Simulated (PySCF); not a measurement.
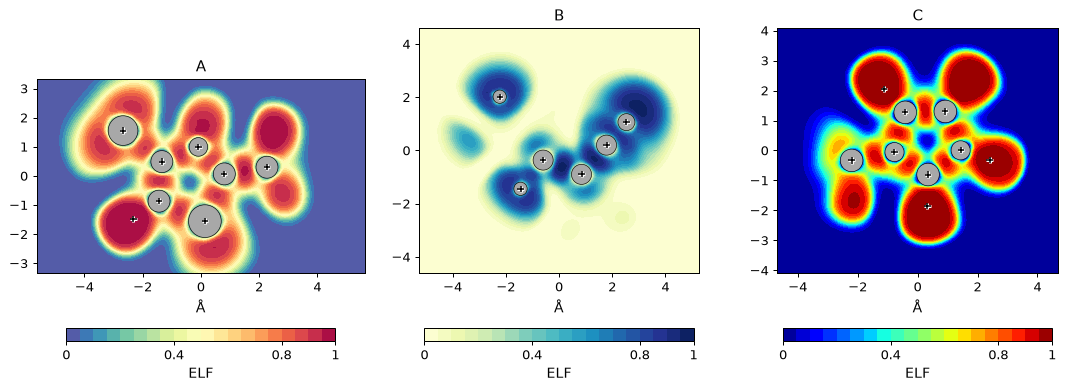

The electron localisation function of 3 systems, each on a plane through atoms (crosses mark nuclei in the plane; grey discs cover the cores).

The calculation used PySCF, PBE0/pcSseg-1, SCF density, gas phase, non-relativistic.

System 1: C4H7N2 (SMILES C[n+]1cc[nH]c1) (charge +1), the plane of atoms C4, N5 and C6. Geometry: GFN2-xTB, MD frame at 250 fs, 600 K.

```csv
atom,x (Å),y (Å),z (Å)
C,1.2443,-0.8161,0.1685
N,-0.0877,-0.2061,0.2112
C,-1.1267,-1.0388,0.5581
C,-2.2501,-0.3386,0.3558
N,-1.9429,0.9672,-0.0225
C,-0.5913,1.0065,-0.0877
H,1.3491,-1.7227,-0.4593
H,1.6864,-0.7871,1.1811
H,1.7173,-0.1188,-0.4675
H,-0.9628,-1.9943,1.0131
H,-3.2329,-0.7311,0.1839
H,-2.5565,1.7702,-0.1591
H,0.0214,1.8522,-0.2643
```

System 2: C5H6ClNS (SMILES CCc1nc(Cl)cs1), the plane of atoms Cl6, C5 and C7. Geometry: GFN2-xTB, NEB image 0 of 0 to 8.

```xyz
14

C    -2.0954    0.1183   -0.6188
C    -1.2960    0.1387    0.6868
C     0.1517   -0.0354    0.4146
N     0.9933    0.9234    0.2699
C     2.2337    0.4689   -0.0187
Cl    3.5043    1.5839   -0.2474
C     2.3685   -0.8830   -0.1031
S     0.8507   -1.6294    0.1950
H    -1.7756    0.9297   -1.2672
H    -1.9473   -0.8250   -1.1396
H    -3.1545    0.2361   -0.4067
H    -1.4373    1.0963    1.1893
H    -1.6424   -0.6655    1.3383
H     3.2456   -1.4575   -0.3145
```

System 3: C6H7F4N, the plane of atoms C3, C2 and C5. Geometry: GFN2-xTB.

```xyz
18

C    -2.1043    1.3560   -0.1967
C    -1.3131    0.0842    0.1300
C    -1.5572   -0.9153   -0.8849
N    -1.7594   -1.6962   -1.6936
C     0.1941    0.3840    0.2269
F     0.3788    1.2781    1.2559
C     1.0217   -0.8722    0.5104
C     2.5101   -0.6289    0.3191
F     2.7893   -0.1772   -0.9134
F     3.2083   -1.7626    0.4784
F     3.0169    0.2574    1.1782
H    -1.8137    1.7446   -1.1704
H    -3.1704    1.1435   -0.2107
H    -1.9042    2.1131    0.5574
H    -1.6464   -0.3172    1.0950
H     0.5435    0.8842   -0.6864
H     0.7299   -1.6718   -0.1732
H     0.8674   -1.1975    1.5417
```

**Match each panel to its system.**

Panel A is system 2, C5H6ClNS: the plane holds C, N, Cl, S and H. C–N (1.28 Å): the ELF peaks at about 0.90 between the atoms, as expected for localised, covalent bonding. Panel B is system 3, C6H7F4N: the plane holds C, N and F. C–N (1.14 Å): the ELF peaks at about 0.85 between the atoms; a multiple bond. Panel C is system 1, C4H7N2: the plane holds C, N and H. C–C (1.34 Å): the ELF peaks at about 0.95 between the atoms; a multiple bond.
